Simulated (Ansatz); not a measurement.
# CH3NSi: the cost of one run

Computed with Ansatz 0.2.0, driven from Python. The levels of theory stand in the script.

## Step 1: The system

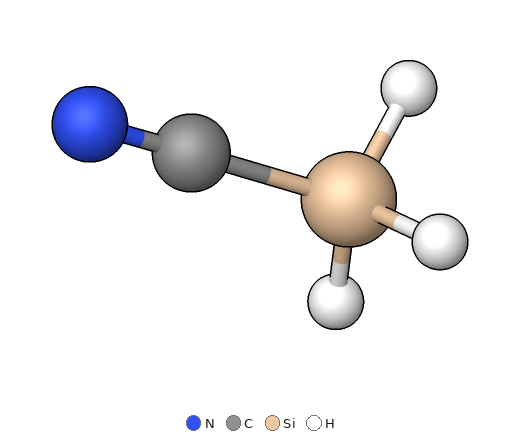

The starting structure, viewed from a chosen angle; nitrogen blue, carbon grey, silicon light orange, hydrogen white.

No structure file is read: the coordinates are typed or built in the script.

## Step 2: Script

composite_ch3nsi.py

```python
'''Relax CH3NSi cheaply, then refine its energy.'''

import itertools

import ansatz as az
from ase import Atoms
from ase.data import atomic_numbers, covalent_radii
import numpy as np

atoms = Atoms(['N', 'C', 'Si', 'H', 'H', 'H'], positions=[
    [1.1632, -1.988, 1.1014],
    [0.5875, -1.0424, 0.5788],
    [-0.2858, 0.4189, -0.2563],
    [-1.3701, -0.0007, -1.0297],
    [0.6653, 1.1158, -1.1977],
    [-0.718, 1.4324, 0.7573],
])
geometry = az.Crystal.molecule_from_ase(atoms)

model = geometry.calculation()
model = model.basis(gaussian='def2-SVP')
model = model.functional('pbe0')
symbols = [site.symbol for site in geometry.cartesian_sites]
start = np.array([site.position_ang for site in geometry.cartesian_sites], dtype=float)
r = model.relax(force_tolerance=0.01).run(threads=1, pin='off').report
end = np.array(r['positions_ang'])
# pairs closer than 1.2 times the sum of covalent radii, before or after
radius = [covalent_radii[atomic_numbers[s]] for s in symbols]
span = lambda where, i, j: np.linalg.norm(where[i] - where[j])
bonded = [(i, j) for i, j in itertools.combinations(range(len(symbols)), 2) if min(span(start, i, j), span(end, i, j)) < 1.2 * (radius[i] + radius[j])]
print('pair        before    after (A)')
for i, j in bonded:
    print(f'{symbols[i]}{i}-{symbols[j]}{j}'.ljust(10), f'{span(start, i, j):8.4f} {span(end, i, j):8.4f}')

minimum = az.Crystal.molecule()
for symbol, place in zip(symbols, end):
    minimum = minimum.atom(symbol, place.tolist())
at_minimum = minimum.calculation()
# MP2 extrapolated to the basis limit, plus the small-basis difference CCSD(T) - MP2
level = lambda method, basis: at_minimum.basis(gaussian=basis).correlation(method).run(threads=1, pin='off').report
small, large, cluster = level('mp2', 'cc-pVDZ'), level('mp2', 'cc-pVTZ'), level('ccsd_t', 'cc-pVDZ')
corr = lambda each: (each['free_energy_ev'] - each['reference_energy_ev']) / 27.211386246
mp2_limit = (27 * corr(large) - 8 * corr(small)) / 19
pieces = {'HF / cc-pVTZ': large['reference_energy_ev'] / 27.211386246, 'MP2 correlation, DZ-TZ limit': mp2_limit, 'CCSD(T) - MP2 / cc-pVDZ': corr(cluster) - corr(small)}
for name, value in pieces.items():
    print(f'{name:32s} {value:14.6f} Ha')
print(f'{"sum":32s} {sum(pieces.values()):14.6f} Ha')
print('T1 diagnostic', round(cluster['correlation']['coupled_cluster']['t1_diagnostic'], 4))
```

## Step 3: The input behind the calls

The engine receives this input (first run):

```yaml
crystal:
  periodic: [false, false, false]
  atoms:
    - { symbol: "N", position_ang: [1.1632, -1.988, 1.1014] }
    - { symbol: C, position_ang: [0.5875, -1.0424, 0.5788] }
    - { symbol: Si, position_ang: [-0.2858, 0.4189, -0.2563] }
    - { symbol: H, position_ang: [-1.3701, -0.0007, -1.0297] }
    - { symbol: H, position_ang: [0.6653, 1.1158, -1.1977] }
    - { symbol: H, position_ang: [-0.718, 1.4324, 0.7573] }
basis:
  gaussian:
    orbitals: def2-SVP
hamiltonian:
  xc: pbe0
relax:
  f_tol: 0.01
```

## Step 4: The run

Launch:

```
$ python composite_ch3nsi.py
```

Q: Estimate wall time and peak memory on 1 thread of Arm Neoverse V2, shared host.

About 12 s, with a peak of 0.26 GiB.
